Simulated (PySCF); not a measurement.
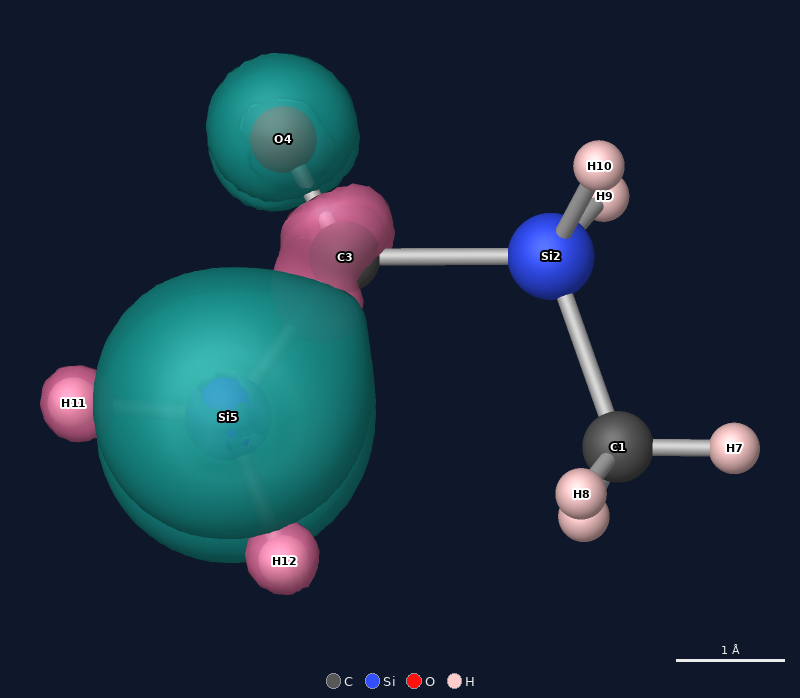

The picture shows: C2H7OSi2 (doublet). Isosurfaces of the spin density at +0.015 (teal) and −0.015 e/Å³ (pink), seen across its widest extent.

Geometry: GFN2-xTB.

The calculation used UKS B3LYP, pcH-1 on C H O Si, non-relativistic, mean-field spin-orbit, GIAO in PySCF 2.14.0, density-fitted response routines.

```yaml
atoms:
  - { symbol: C, position_ang: [-1.5833, -0.5881, -0.3275] }
  - { symbol: Si, position_ang: [-0.6860, 0.3948, 1.0275] }
  - { symbol: C, position_ang: [1.1651, 0.5976, 0.5433] }
  - { symbol: O, position_ang: [1.9014, 1.2200, 1.3361] }
  - { symbol: Si, position_ang: [1.9670, -0.0472, -1.0031] }
  - { symbol: H, position_ang: [-1.1602, -1.5799, -0.4589] }
  - { symbol: H, position_ang: [-2.6294, -0.7139, -0.0679] }
  - { symbol: H, position_ang: [-1.5464, -0.0822, -1.2882] }
  - { symbol: H, position_ang: [-0.7627, -0.3128, 2.3107] }
  - { symbol: H, position_ang: [-1.2834, 1.7270, 1.1736] }
  - { symbol: H, position_ang: [3.3792, 0.1745, -1.2529] }
  - { symbol: H, position_ang: [1.2400, -0.7906, -2.0186] }
```

**Where is the unpaired spin?**

The unpaired spin (1 electron) lies mostly on Si5 (about 0.7) and O4 (about 0.2), in electrons by Hirshfeld's partition.
